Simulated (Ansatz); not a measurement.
## Electronic structure of C₄H₁₀Al (SMILES CC[CH2][Al+][CH3]) (charge +1) in real space

Input file:

```
crystal:
  periodic: [false, false, false]
  atoms:
    - {symbol: C, position_ang: [-0.923720, 1.227430, -0.121560]}
    - {symbol: C, position_ang: [2.698823, 0.504648, 1.001674]}
    - {symbol: C, position_ang: [-1.846272, 0.155621, 0.503442]}
    - {symbol: C, position_ang: [-1.401771, -0.207123, 1.920373]}
    - {symbol: Al, position_ang: [0.885353, 0.832109, 0.464032]}
    - {symbol: H, position_ang: [-1.004898, 1.297957, -1.218967]}
    - {symbol: H, position_ang: [-1.153454, 2.236516, 0.272536]}
    - {symbol: H, position_ang: [2.843064, 0.780919, 2.060563]}
    - {symbol: H, position_ang: [2.950331, -0.563903, 0.885824]}
    - {symbol: H, position_ang: [3.399801, 1.095830, 0.387638]}
    - {symbol: H, position_ang: [-2.882686, 0.528835, 0.518780]}
    - {symbol: H, position_ang: [-1.851494, -0.745540, -0.130019]}
    - {symbol: H, position_ang: [-1.432804, 0.659916, 2.601455]}
    - {symbol: H, position_ang: [-2.002193, -1.009331, 2.374365]}
    - {symbol: H, position_ang: [-0.352731, -0.608494, 1.927896]}
basis:
  gaussian:
    orbitals: def2-SVPD
total_charge: 1
hamiltonian:
  xc: pbe0
output: {forces: true, orbitals: {seedname: orbitals}}
```

Command:

```sh
ansatz run input.yaml --threads 2 --pin off --max-ram 4350MiB --events-out events.jsonl --progress --plain --runs-dir runs
```

Geometry: B3LYP-D3(BJ)/def2-SVP.

All numbers below come from isolated molecule in a Gaussian basis; Kohn-Sham density functional theory, functional PBE0 in Ansatz.

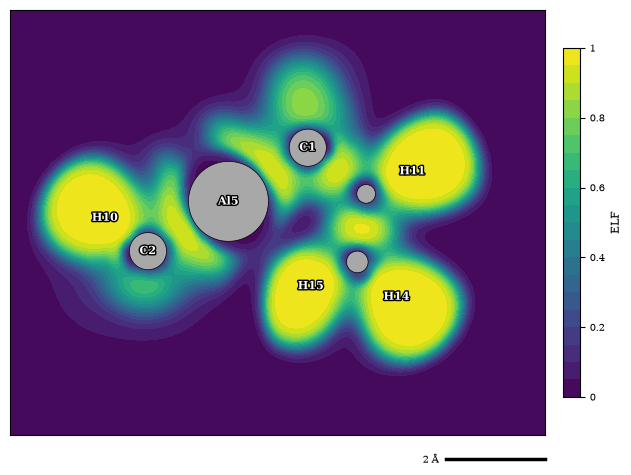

Figure 1. Electron localisation function on the plane of atoms Al5, C2 and H10. Grey discs cover the atomic cores.

Read the bonding off the picture.

- Atoms in the plane: C, Al and H.
- C–Al (1.92 Å): the ELF peaks at about 0.95 between the atoms: a polar covalent bond.
- C–H (1.10 Å): the ELF climbs to about 1 towards the hydrogen, as it does in any bond to H; an ordinary covalent bond to hydrogen.

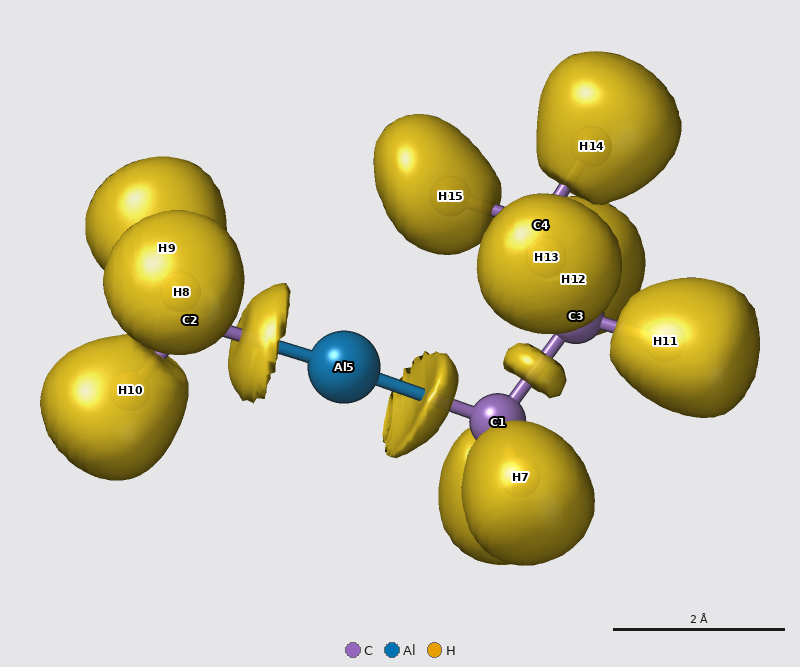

Figure 2. Isosurface of the ELF at 0.85 (yellow), seen at a tilt. Only the valence region is drawn (cores and ρ < 0.01 e/Å³ removed).

Identify the bonds, lone pairs and shells in this picture.

At this value the surface marks out two regions between bonded Al–C atoms (shared pairs), two regions between bonded C–C atoms (shared pairs) and ten regions around hydrogen nuclei. Profiles from the grid: C–C (1.53 Å): the ELF peaks at about 0.95 between the atoms, as expected for a covalent bond.

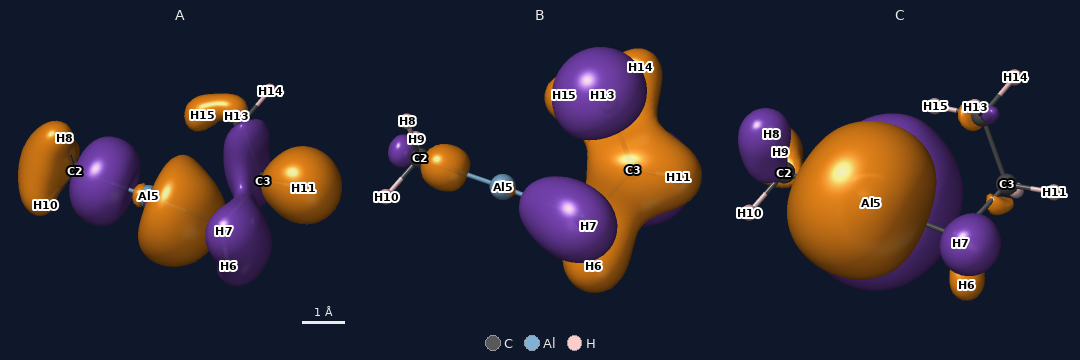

Figure 3. Three frontier orbitals at ±0.08 Å⁻³ᐟ² (orange and purple are the two phases), in no order.

Which picture is the HOMO−1, the HOMO and the LUMO?

B is the HOMO−1 (−14.04 eV). By Hirshfeld shares it lies mainly on C3 (about 25 %), H12 (about 20 %), C4 (about 15 %), C1 (about 10 %) and H13 (about 10 %). A is the HOMO (−12.98 eV). By Hirshfeld shares it lies mainly on C1 (about 25 %), Al5 (about 20 %), C2 (about 15 %), C3 (about 10 %) and H11 (about 10 %). C is the LUMO (−6.21 eV). Its weight (Hirshfeld) is mainly on Al5 (about 70 %), C2 (about 5 %) and C1 (about 5 %).

What is the HOMO–LUMO gap?

6.77 eV between the orbital energies.
